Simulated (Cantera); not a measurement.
Input: 1 mol CO, 1 mol H₂O, 24 mol H₂, equilibrated at 36.8 Torr.

These are equilibrium values from Cantera (NASA tables, ideal gas, pure condensed phases), not measurements of a reactor. Candidate condensed phases: C, C₆H₆, C₇H₈, C₈H₁₈, H₂O; 110 gas species. Kinetics and transport are ignored.

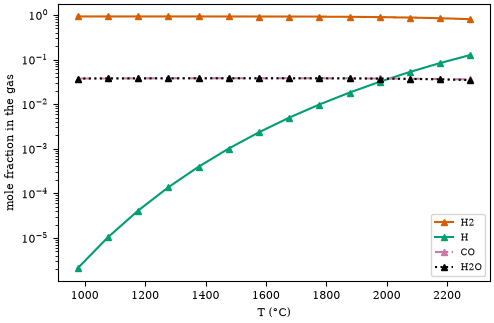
Figure: Equilibrium gas composition (values under 1e-9 drawn at 1e-9)

Q: Read off the mole fractions at 1177 °C.

A: H₂ about 0.92, CO about 0.038, H₂O about 0.038, H about 4.1e-5.
